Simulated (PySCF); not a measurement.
# C4H8: the cost of one run

Computed with PySCF 2.14.0 and routines of our own; the level stands in each step. Atoms count from 0.

## (1) The starting structure

12 atoms, charge 1, multiplicity 2; geometry from: GFN2-xTB.

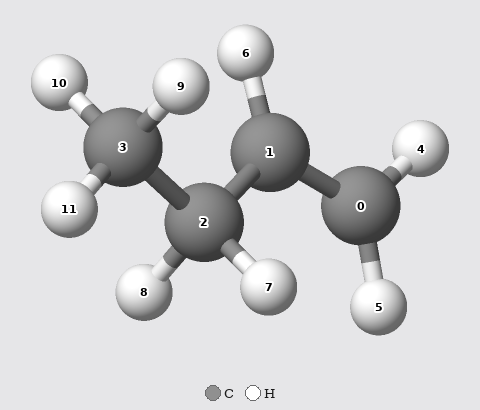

The starting geometry (carbon grey, hydrogen white).

## (2) Open-shell or spin-flip excitations: unrestricted TDA B3LYP/def2-SVPD

What the job is given:

```
{"job": {"kind": "uabs", "xc": "B3LYP", "basis": "def2-SVPD", "nstates": 10, "tda": true}, "charge": 1, "multiplicity": 2}
C      2.005602     0.508354    -0.255948
C      0.657401     0.517853    -0.389885
C     -0.212275    -0.488507     0.227973
C     -1.687178    -0.235015     0.200861
H      2.607708     1.354751    -0.553812
H      2.540283    -0.331197     0.166567
H      0.179896     1.308970    -0.959075
H      0.134331    -0.769019     1.237154
H      0.009188    -1.426834    -0.326806
H     -1.955358     0.606494     0.851515
H     -2.036471     0.049393    -0.793873
H     -2.241930    -1.095927     0.569301
```

Method: unrestricted TDA B3LYP/def2-SVPD, vertical, gas phase, core orbitals frozen in the response.

The run is started by

```console
> OMP_NUM_THREADS=1 python excited_run.py task.json out
```

The driver reads the jobs from task.json and runs them one after another.

**Question.** How long does this first job take on 1 thread of Intel Xeon Platinum 8488C, shared host, and how much memory does it need?

About 26 s, with a peak of 0.54 GiB.
